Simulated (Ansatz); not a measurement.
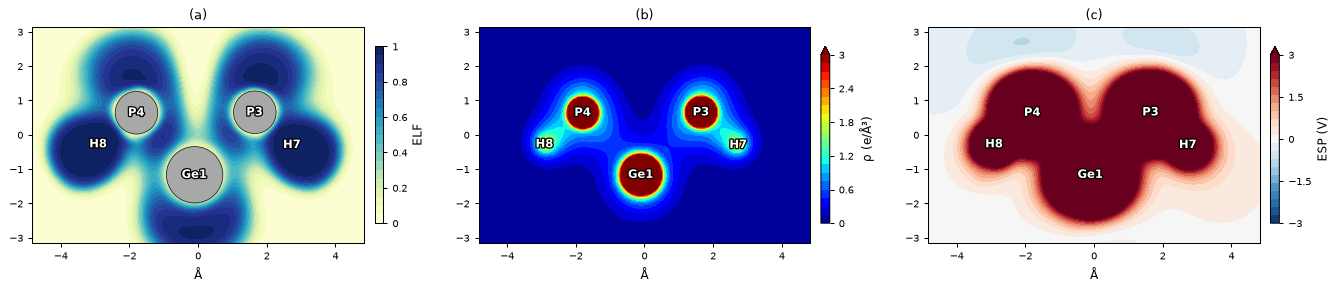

Figure 1: GeH5P3 (SMILES [PH2][Ge]1=[PH2][PH]1). (a) ELF; (b) total electron density; (c) electrostatic potential on the plane of atoms P3, Ge1 and P4. Grey discs cover the atomic cores in the ELF map.

Geometry: BLYP-D3(BJ)/def2-SVP.

Computed with Ansatz 0.2.0, isolated molecule in a Gaussian basis; Kohn-Sham density functional theory, functional PBE0.

Input file:

```
crystal:
  periodic: [false, false, false]
  atoms:
    - {symbol: Ge, position_ang: [-0.751887, 1.094587, -1.886394]}
    - {symbol: P, position_ang: [-2.695140, -0.344848, -1.164945]}
    - {symbol: P, position_ang: [-1.367421, -1.184313, -2.784907]}
    - {symbol: P, position_ang: [0.524595, -0.084478, -0.124100]}
    - {symbol: H, position_ang: [-4.029016, -0.408073, -1.671339]}
    - {symbol: H, position_ang: [-2.710043, -1.351382, -0.153095]}
    - {symbol: H, position_ang: [-2.224591, -0.624974, -3.805291]}
    - {symbol: H, position_ang: [0.957613, 1.135791, 0.511096]}
    - {symbol: H, position_ang: [1.675884, -0.139469, -0.990586]}
basis:
  gaussian:
    orbitals: def2-TZVPD
hamiltonian:
  xc: pbe0
output: {forces: true, orbitals: {seedname: orbitals}}
```

Command:

```sh
ansatz run input.yaml --threads 2 --pin off --max-ram 4350MiB --events-out events.jsonl --progress --plain --runs-dir runs
```

Question: Interpret the plot.

Answer: The plane passes through Ge, P and H nuclei.
Ge–P (2.47 Å): the density is about 0.52 e/Å³ at the midpoint; the ELF peaks at about 0.90 in the valence shell of P, 1.0 Å from its nucleus, and is about 0.85 at the midpoint.
P–H (1.45 Å): ρ at the midpoint is about 1 e/Å³; the ELF climbs to about 1 towards the hydrogen, as it does in any bond to H.
Ge–P (2.53 Å): ρ is about 0.46 e/Å³ halfway; the ELF peaks at about 0.85 in the valence shell of P, 1.0 Å from its nucleus, and is about 0.75 at the midpoint.
The ELF also peaks beside P4 and P3, away from the bonds: lone-pair regions.
Outside the dense part of the molecule the potential is most negative (−0.7 V) near P4.
